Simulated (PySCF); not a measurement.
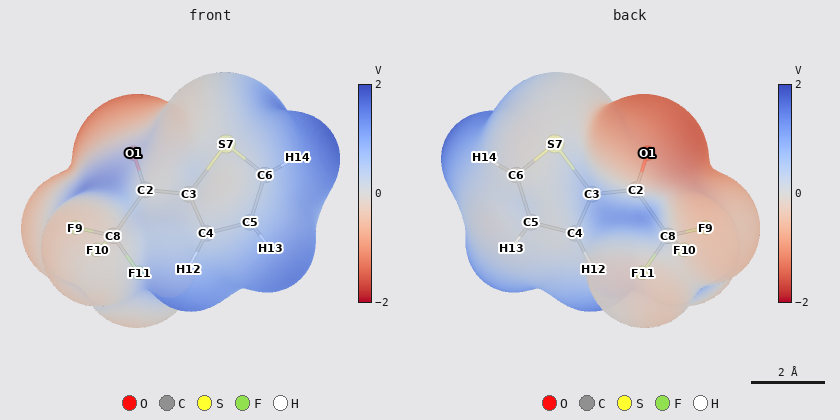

Figure. C₆H₃F₃OS (SMILES O=C(c1cccs1)C(F)(F)F). The molecular electrostatic potential painted on the density surface at 0.002 e/bohr³, seen from the front and from behind; the colour scale runs from red (negative) to blue (positive).

Geometry: PBE0-D3(BJ)/def2-SVP.

Theory: PySCF, wB97X-D/def2-SVPD, SCF density, gas phase.

```yaml
atoms:
  - { symbol: O, position_ang: [-1.7159, 2.0132, 0.2486] }
  - { symbol: C, position_ang: [-1.3108, 0.8773, 0.2799] }
  - { symbol: C, position_ang: [0.0982, 0.5071, 0.2845] }
  - { symbol: C, position_ang: [0.6988, -0.7388, 0.3360] }
  - { symbol: C, position_ang: [2.1086, -0.6566, 0.3277] }
  - { symbol: C, position_ang: [2.5511, 0.6459, 0.2705] }
  - { symbol: S, position_ang: [1.2732, 1.7745, 0.2266] }
  - { symbol: C, position_ang: [-2.3289, -0.2876, 0.3174] }
  - { symbol: F, position_ang: [-3.5638, 0.1691, 0.3031] }
  - { symbol: F, position_ang: [-2.1589, -1.0222, 1.4206] }
  - { symbol: F, position_ang: [-2.1605, -1.0937, -0.7349] }
  - { symbol: H, position_ang: [0.1380, -1.6721, 0.3795] }
  - { symbol: H, position_ang: [2.7750, -1.5188, 0.3633] }
  - { symbol: H, position_ang: [3.5839, 0.9937, 0.2509] }
```

Describe the electrostatic potential map.

Answer. The most negative region (about −1.5 V) lies over O1, the most positive (about +1.7 V) over H14. O1 is the likeliest acceptor of a hydrogen bond.

What dipole moment does the calculation give?

Answer. Its dipole moment is 4.35 D.
